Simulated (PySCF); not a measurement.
C3H10FSi2 (SMILES C[SiH2]C[C](F)[SiH3]) (doublet)

```yaml
atoms:
  - { symbol: C, position_ang: [-1.8557, 0.6867, 0.8637] }
  - { symbol: Si, position_ang: [-1.3750, -1.0852, 0.3948] }
  - { symbol: C, position_ang: [0.2420, -0.9936, -0.6752] }
  - { symbol: C, position_ang: [1.3789, -0.5219, 0.1120] }
  - { symbol: F, position_ang: [1.9181, -1.4873, 0.9139] }
  - { symbol: Si, position_ang: [2.0191, 1.2041, 0.3331] }
  - { symbol: H, position_ang: [-2.7876, 0.7049, 1.4204] }
  - { symbol: H, position_ang: [-1.0913, 1.1522, 1.4797] }
  - { symbol: H, position_ang: [-1.9870, 1.3087, -0.0177] }
  - { symbol: H, position_ang: [-2.4075, -1.7163, -0.4380] }
  - { symbol: H, position_ang: [-1.1057, -1.9067, 1.5769] }
  - { symbol: H, position_ang: [0.4302, -1.9990, -1.0553] }
  - { symbol: H, position_ang: [0.0742, -0.3213, -1.5132] }
  - { symbol: H, position_ang: [3.4760, 1.2218, 0.1725] }
  - { symbol: H, position_ang: [1.3548, 1.9971, -0.7028] }
  - { symbol: H, position_ang: [1.7087, 1.7648, 1.6586] }
```

Geometry: GFN2-xTB.

All numbers below come from UKS B3LYP, pcH-1 on C F H Si, non-relativistic, mean-field spin-orbit, GIAO (PySCF).

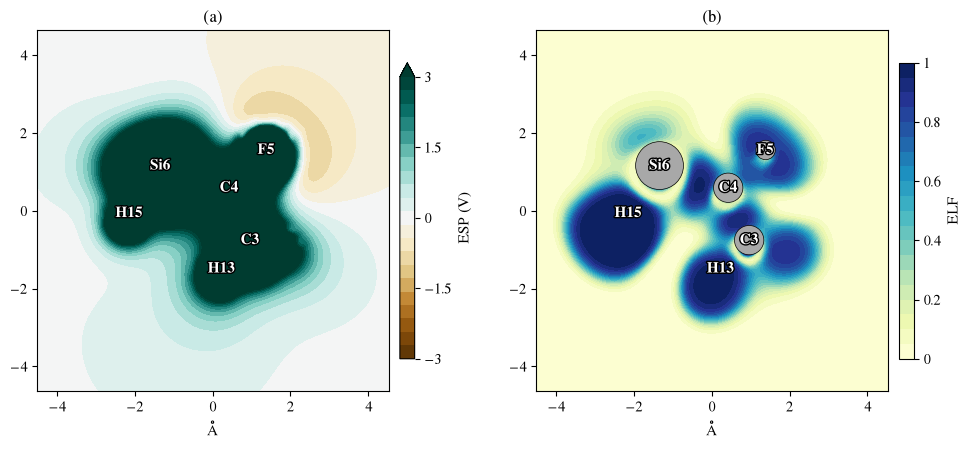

Figure 1. (a) electrostatic potential; (b) electron localisation function on the plane of atoms F5, C4 and Si6. Grey discs cover the atomic cores in the ELF map.

Question: What does the map show?

Answer:
- The section cuts through C, F, Si and H sites.
- C–F (1.37 Å): the ELF peaks at about 0.80 between the atoms, as expected for a polar covalent bond.
- C–C (1.46 Å): the ELF peaks at about 0.95 between the atoms, as expected for localised, covalent bonding.
- C–Si (1.85 Å): the ELF peaks at about 0.95 between the atoms; localised, covalent bonding.
- C–H (1.09 Å): the ELF climbs to about 1 towards the hydrogen, as it does in any bond to H.
- Si–H (1.46 Å): the ELF climbs to about 1 towards the hydrogen.
- The ELF also peaks beside F5, away from the bonds: non-bonding electrons, paired or unpaired.
- Outside the dense part of the molecule the potential is most negative (−0.9 V) near F5.

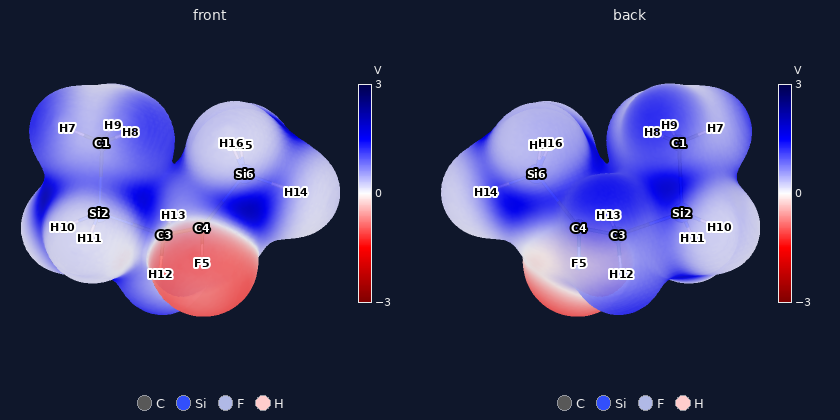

Figure 2. The electrostatic potential painted on the density surface at 0.004 e/bohr³, seen from the front and from behind; the colour scale runs from red (negative) to blue (positive).

Question: Describe the electrostatic potential map.

Answer: The most negative region (about −0.9 V) lies over F5, the most positive (about +2.0 V) over Si2 and Si6.
